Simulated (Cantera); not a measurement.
Charge: 1 mol SiHCl3, 0.38 mol HCl, 62 mol H2, equilibrated at 0.133 bar.

Cantera equilibrium calculation (NASA polynomials, part measured and part estimated; ideal gas, pure solids and liquids). Candidate condensed phases: Si; 19 gas species. The tables' values for SiCl3, SiCl are old estimates; treat these amounts as uncertain. Gases not in the tables: Si2H6 and higher silanes. The numbers say what is thermodynamically allowed, not how fast it happens.

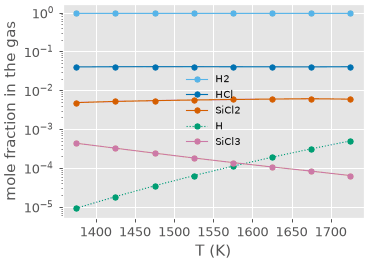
Figure: Equilibrium gas composition (values under 1e-9 drawn at 1e-9)

Read off the mole fractions at 1525 K.

H2 about 0.95, HCl about 0.040, SiCl2 about 0.0056, SiCl3 about 0.00018, H about 6.3e-5.
